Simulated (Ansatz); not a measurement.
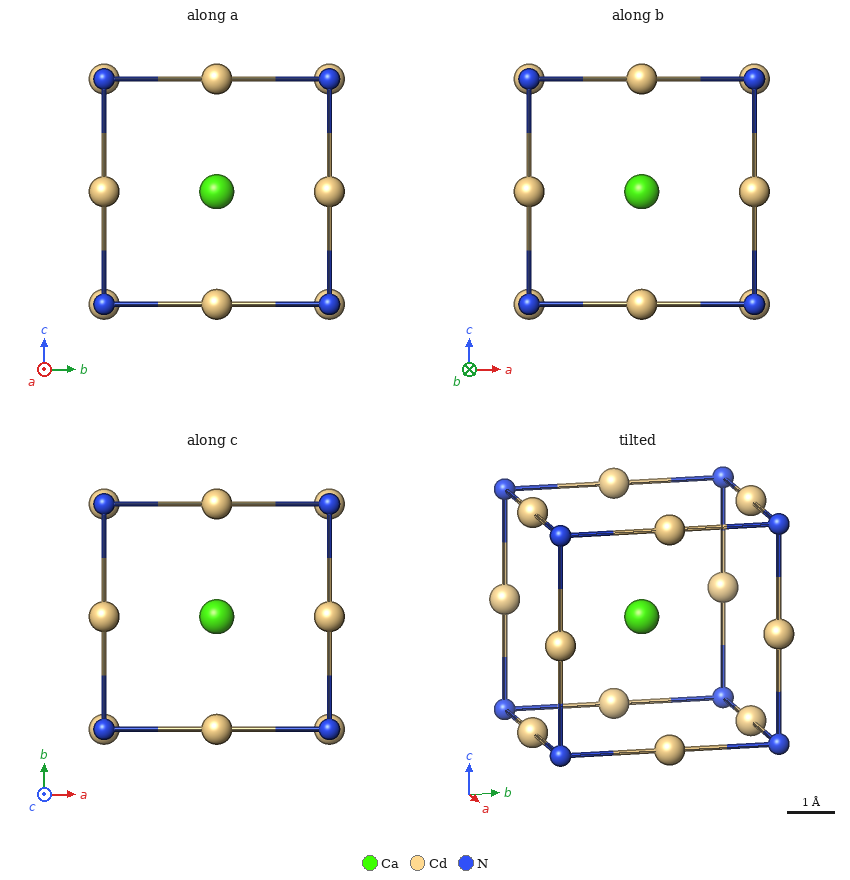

A ball-and-stick rendering, viewed along the a axis, along the b axis, along the c axis and slightly off an axis. The frame is the conventional unit cell; atoms at its boundary are shown with their periodic copies.

Lattice parameters: a = 4.8076 Å, b = 4.8076 Å, c = 4.8076 Å, α = 90.000°, β = 90.000°, γ = 90.000°.

> Convert the drawing into a CIF in P1 with every atom of the cell.

```cif
data_structure
_symmetry_space_group_name_H-M 'P 1'
_symmetry_Int_Tables_number 1
_cell_length_a 4.8076
_cell_length_b 4.8076
_cell_length_c 4.8076
_cell_angle_alpha 90.000
_cell_angle_beta 90.000
_cell_angle_gamma 90.000
_cell_volume 111.12
loop_
_atom_site_label
_atom_site_type_symbol
_atom_site_fract_x
_atom_site_fract_y
_atom_site_fract_z
_atom_site_occupancy
Ca1 Ca 0.5000 0.5000 0.5000 1
Cd1 Cd 0.5000 0.0000 0.0000 1
Cd2 Cd 0.0000 0.5000 0.0000 1
Cd3 Cd 0.0000 0.0000 0.5000 1
N1 N 0.0000 0.0000 0.0000 1
```

The structure was taken from a structure type filled with these elements by a generator (whether the compound takes this form wasn't checked). Earlier steps of the study may have refined or changed the cell and positions. It was the input of a calculation with Ansatz.
